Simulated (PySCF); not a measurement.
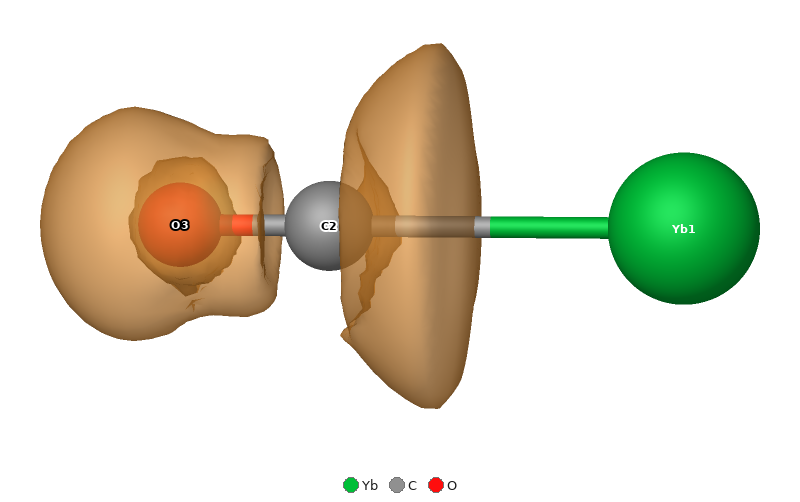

*COYb (charge +2). Isosurface of the electron localisation function at 0.75 (orange), seen from one side. Core shells and regions of very low density are left out.*

Level of theory: RKS PBE0, Yb def2-SVP with ECP28, C def2-SVP, O def2-SVP; non-relativistic Hamiltonian with scalar-relativistic core potentials where named; density fitting (PySCF).

```xyz
3

Yb    0.0000    0.0000   -0.5467
C     0.0000    0.0000    2.1056
O     0.0000    0.0000    3.2199
```

Q: Where are the electrons localised?

A: The ELF exceeds this value in one lobe of the valence shell of C pointing towards Yb and one region on O in which the atom's valence shell and bonds are merged. Profiles from the grid: C–O (1.11 Å): the ELF peaks at about 0.90 between the atoms: a short, multiple covalent bond. C–Yb (2.65 Å): the ELF peaks at about 1 in the valence shell of C, 0.8 Å from its nucleus, and is about 0.15 at the midpoint.
